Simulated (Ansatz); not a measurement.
**Run report: BH2Cl, geometry relaxation**

- system: BH2Cl
- method: RKS PBE0-D4/def2-SVP (Ansatz 0.2.0)

It belongs to a series of runs on one base structure; here: end point A relaxed. Figures and captions count atoms from 1; the log counts them from 0 in places.

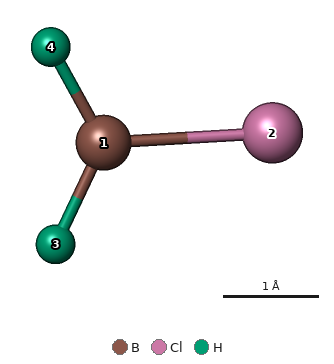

*The structure as given in the input (ball-and-stick view, seen at a tilt; atoms are numbered from 1 in the order of the input).*

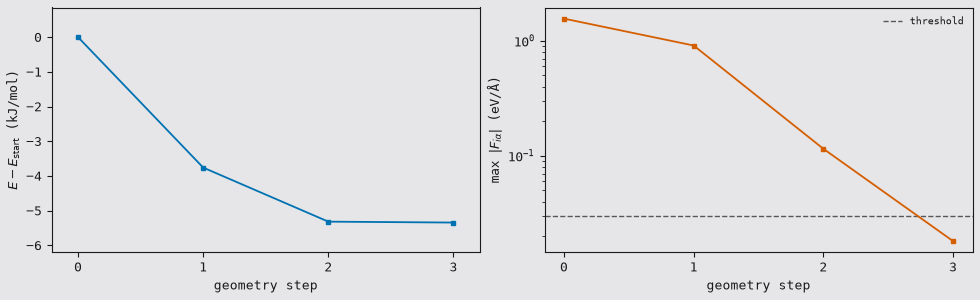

*Progress of the relaxation, step by step (the first geometry is step 0 here and step 1 in the log).*

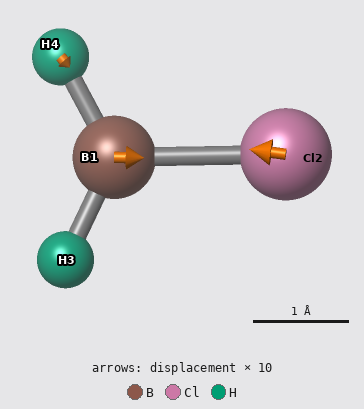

*The starting structure with the displacements as orange arrows, magnified 10 times (ball-and-stick view, seen on its broad side). The two geometries are laid on each other by the best rigid fit.*

The atom that moves furthest after the best rigid fit is Cl2 (0.039 Å). By element the largest moves are Cl 0.039 Å, B 0.032 Å, H 0.015 Å. Distances before and after: B1–Cl2 1.809 → 1.738 Å, B1–H3 1.194 → 1.203 Å. Among the angles that change: H3–B1–H4 126.5° → 123.7°. The energy falls by 5.34 kJ/mol in 3 geometry steps. Largest force component: 1.6 eV/Å at the start, 0.018 eV/Å at the end. (Atoms are counted from 1 in the order of the input.)

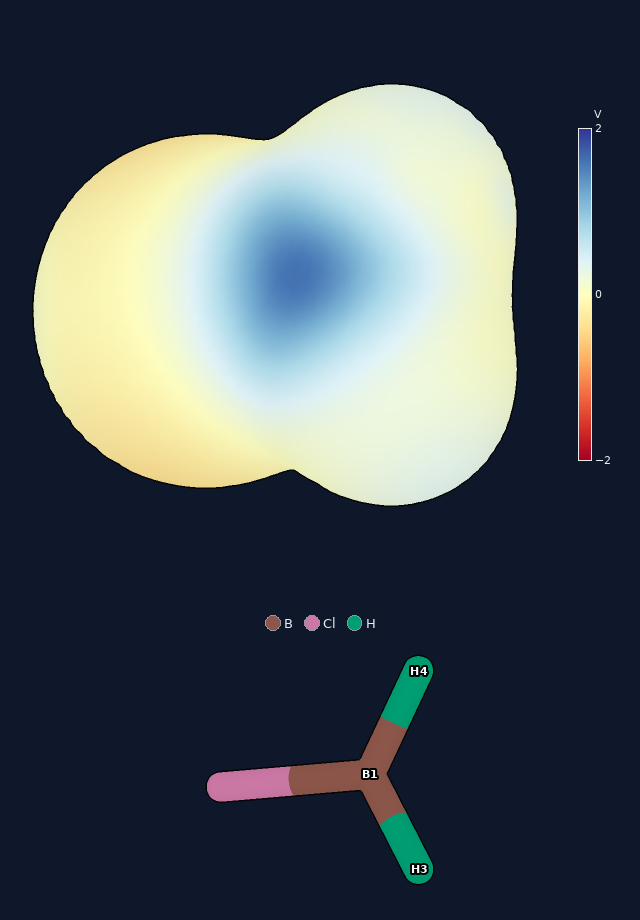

*The molecular electrostatic potential painted on the density surface at 0.002 e/bohr³, seen at a tilt; the colour scale runs from red (negative) to blue (positive). The bare structure is drawn below in the same view.*

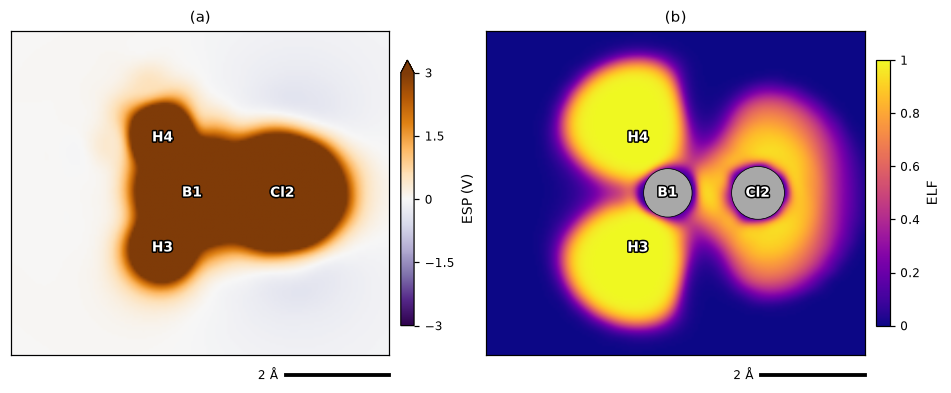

*(a) molecular electrostatic potential; (b) electron localisation function on the molecular plane. Grey discs, where drawn, cover atomic cores.*

B–H (1.20 Å): the ELF climbs to about 1 towards the hydrogen, as it does in any bond to H (a covalent bond by its length).

These pictures come from the run below.

**Input**
```yaml
crystal:
  periodic: [false, false, false]
  atoms:
    - { symbol: B, position_ang: [0.344031, 0.0, 0.043876] }
    - { symbol: Cl, position_ang: [0.738969, 0.0, 1.808788] }
    - { symbol: H, position_ang: [1.273102, 0.0, -0.706677] }
    - { symbol: H, position_ang: [-0.819802, 0.0, -0.258987] }
basis:
  gaussian: { orbitals: def2-SVP }
hamiltonian:
  xc: pbe0
  dispersion: d4
relax:
  f_tol: 0.03
  max_steps: 50
output:
  orbitals: {}
```

Launched with:
```bash
ansatz run input.yaml --threads 1 --pin off --max-ram 2048MiB --backend cpu --events-out ev --progress --plain --runs-dir out
```

**Log**
```
The last accepted step is kept in [file] (removed where the run ends without a failure and the disk answers)
Engine: ansatz 0.2.0, aarch64-unknown-linux-gnu
Functional definition: PBE0
  parameter a = 0.25
  parameter kappa = 0.804
  parameter beta = 0.06672455060314922
  exchange = (1 - a)*pbe_x(kappa = kappa, mu = beta*pi^2/3) + a*exact_x
  correlation = pbe_c(beta = beta)
443 factors; integrals over basis functions are off by at most 4.8e-4 eV
mean field evaluation 1: about -13221.8726 eV, gradient 9.2e0 eV
mean field evaluation 2: about -13222.0072 eV, gradient 7.5e0 eV
mean field evaluation 4: about -13222.1966 eV, gradient 2.8e-1 eV
mean field evaluation 8: about -13222.1964 eV, gradient 7.2e-3 eV
mean field -13222.19644420 eV, -485.9067569977 hartree, gradient 1.4e-5 eV, S^2 0.000000; 0 other end points of the search recorded, 0 dependent functions left out
the calculation of the forces begins
reference -13222.19646187 eV, -485.9067576469 hartree; 12, 12 occupied and 30, 30 virtual orbitals, 443 factors
relax step   1: F+E_penalty+E_count = -13222.22927157 eV  Δ(F+E_penalty+E_count) = +0.000e0 eV  max|allowed force component| = 1.558e0 eV/Å  Δτ_max = 0.0000 Å  (23 SCF iters, accepted)
these checks for a lower state are left out or cut short: starts, cluster_reference, orbital_swaps, neighbouring_geometries, increment
443 factors; integrals over basis functions are off by at most 4.7e-4 eV
mean field evaluation 16: about -13222.2355 eV, gradient 5.5e-3 eV
mean field -13222.23534242 eV, -485.9081864810 hartree, gradient 1.2e-5 eV, S^2 0.000000; 0 other end points of the search recorded, 0 dependent functions left out
the calculation of the forces begins
reference -13222.23536012 eV, -485.9081871316 hartree; 12, 12 occupied and 30, 30 virtual orbitals, 443 factors
relax step   2: F+E_penalty+E_count = -13222.26822959 eV  Δ(F+E_penalty+E_count) = -3.896e-2 eV  max|allowed force component| = 9.091e-1 eV/Å  Δτ_max = 0.0217 Å  (24 SCF iters, accepted)
these checks for a lower state are left out or cut short: starts, cluster_reference, orbital_swaps, neighbouring_geometries, increment
443 factors; integrals over basis functions are off by at most 4.8e-4 eV
mean field -13222.25142772 eV, -485.9087776050 hartree, gradient 1.3e-5 eV, S^2 0.000000; 0 other end points of the search recorded, 0 dependent functions left out
the calculation of the forces begins
reference -13222.25144548 eV, -485.9087782574 hartree; 12, 12 occupied and 30, 30 virtual orbitals, 443 factors
relax step   3: F+E_penalty+E_count = -13222.28438079 eV  Δ(F+E_penalty+E_count) = -1.615e-2 eV  max|allowed force component| = 1.150e-1 eV/Å  Δτ_max = 0.0213 Å  (24 SCF iters, accepted)
these checks for a lower state are left out or cut short: starts, cluster_reference, orbital_swaps, neighbouring_geometries, increment
443 factors; integrals over basis functions are off by at most 4.8e-4 eV
mean field evaluation 32: about -13222.2516 eV, gradient 2.1e-1 eV
mean field -13222.25170862 eV, -485.9087879278 hartree, gradient 1.4e-5 eV, S^2 0.000000; 0 other end points of the search recorded, 0 dependent functions left out
the calculation of the forces begins
reference -13222.25172637 eV, -485.9087885801 hartree; 12, 12 occupied and 30, 30 virtual orbitals, 443 factors
relax step   4: F+E_penalty+E_count = -13222.28465387 eV  Δ(F+E_penalty+E_count) = -2.731e-4 eV  max|allowed force component| = 1.810e-2 eV/Å  Δτ_max = 0.0036 Å  (20 SCF iters, accepted)
443 factors; integrals over basis functions are off by at most 4.8e-4 eV
mean field -13222.25170862 eV, -485.9087879278 hartree, gradient 1.4e-5 eV, S^2 0.000000; 1 other end points of the search recorded, 0 dependent functions left out
the calculation of the forces begins
reference -13222.25172637 eV, -485.9087885801 hartree; 12, 12 occupied and 30, 30 virtual orbitals, 443 factors
Total energy: -13222.28467162 eV, -485.9099992954 hartree
Atom 0 at     0.352179    -0.000000     0.074645 Å, force    -0.018099    -0.000000     0.000564 eV/Å
Atom 1 at     0.724664     0.000000     1.772370 Å, force     0.003430     0.000000     0.001950 eV/Å
Atom 2 at     1.265829     0.000000    -0.708069 Å, force     0.001040     0.000000    -0.001487 eV/Å
Atom 3 at    -0.806372     0.000000    -0.251946 Å, force     0.013629     0.000000    -0.001027 eV/Å
Dipole moment:    -0.017868     0.000000    -0.082641 e Å
```

**Trajectory as extended XYZ (Å, eV, eV/Å), 4 frames, from step=1 to step=4**
```
4
Properties=species:S:1:pos:R:3:forces:R:3 step=1 energy=-13222.22927
B     0.3440    0.0000    0.0439    0.2026   0.0000   1.5582
Cl    0.7390    0.0000    1.8088   -0.3368   0.0000  -1.3785
H     1.2731    0.0000   -0.7067    0.0901   0.0000  -0.1625
H    -0.8198    0.0000   -0.2590    0.0440   0.0000  -0.0172
4
Properties=species:S:1:pos:R:3:forces:R:3 step=2 energy=-13222.26823
B     0.3479    0.0000    0.0558    0.1602   0.0000   0.9091
Cl    0.7293    0.0000    1.7894   -0.1718   0.0000  -0.7736
H     1.2731    0.0000   -0.7078    0.0084   0.0000  -0.0803
H    -0.8139    0.0000   -0.2503    0.0032   0.0000  -0.0552
4
Properties=species:S:1:pos:R:3:forces:R:3 step=3 energy=-13222.28438
B     0.3517    0.0000    0.0756   -0.0030   0.0000  -0.0970
Cl    0.7241    0.0000    1.7688    0.0254   0.0000   0.1150
H     1.2664    0.0000   -0.7067   -0.0131   0.0000  -0.0035
H    -0.8059    0.0000   -0.2506   -0.0093   0.0000  -0.0144
4
Properties=species:S:1:pos:R:3:forces:R:3 step=4 energy=-13222.28465
B     0.3522    0.0000    0.0746   -0.0181   0.0000   0.0006
Cl    0.7247    0.0000    1.7724    0.0034   0.0000   0.0019
H     1.2658    0.0000   -0.7081    0.0010   0.0000  -0.0015
H    -0.8064    0.0000   -0.2519    0.0136   0.0000  -0.0010
```

**Key numbers**

| quantity | value |
| --- | --- |
| outcome | converged |
| total energy | −13222.2847 eV |
| mean-field energy | −13222.2517 eV |
| largest force (length of the vector) at the end | 0.018 eV/Å |
| hardware | 1 thread of Arm Neoverse V1, 24 GiB of memory available, shared host |
| wall time | 3.9 s |
| peak memory | 0.098 GiB |
